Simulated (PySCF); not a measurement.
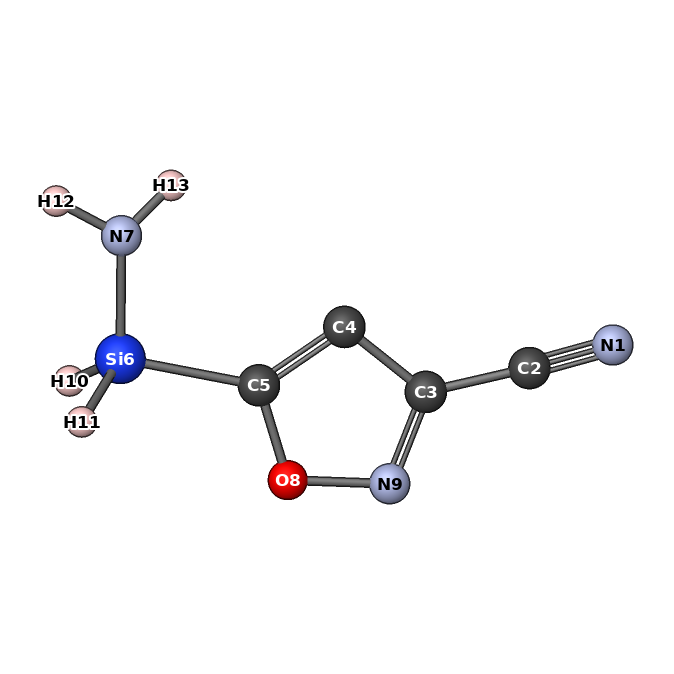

The questions are on Mulliken spin populations. The species is neutral and a spin doublet. The geometry was computed by an optimisation with GFN2-xTB. No frequency run is at hand to confirm it as a minimum. Properties computed with UKS B3LYP, pcH-1 on C H N O Si, non-relativistic (PySCF 2.14.0).

Which atom carries the largest spin population?

Answer. C4 (1.02 e).

Which atom has the lowest spin population?

Answer. C5 (−0.07 e); a negative value comes from spin polarisation.

List the Mulliken spin populations.

```json
{"atom": "N1", "value (e)": "−0.01"}
{"atom": "C2", "value (e)": "0.01"}
{"atom": "C3", "value (e)": "−0.03"}
{"atom": "C4", "value (e)": "1.02"}
{"atom": "C5", "value (e)": "−0.07"}
{"atom": "Si6", "value (e)": "0.00"}
{"atom": "N7", "value (e)": "0.00"}
{"atom": "O8", "value (e)": "0.03"}
{"atom": "N9", "value (e)": "0.05"}
{"atom": "H10", "value (e)": "0.00"}
{"atom": "H11", "value (e)": "0.00"}
{"atom": "H12", "value (e)": "0.00"}
{"atom": "H13", "value (e)": "0.00"}
```

Mulliken values depend strongly on the basis set. The geometry is semi-empirical. Around Si such bond lengths and angles can be off by a tenth of an ångström or more and by several degrees, and values that hang on the shape move with them.
